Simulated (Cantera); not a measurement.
Feed: 1 mol CaCO3, 0.92 mol C, 2.9 mol O2, at 7600 Pa.

Method: chemical equilibrium by Gibbs-energy minimisation in Cantera with the NASA 1993 tables (ideal gas, pure condensed phases). Candidate condensed phases: C, Ca, CaCO3, CaO; 15 gas species. Rates play no part.

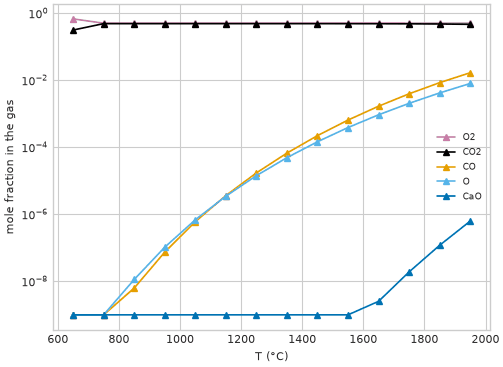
Figure. Equilibrium gas composition (values under 1e-9 drawn at 1e-9)

Task: Read off the mole fractions at 850 °C.

Result: O2 about 0.51, CO2 about 0.49, O about 1.1e-8.
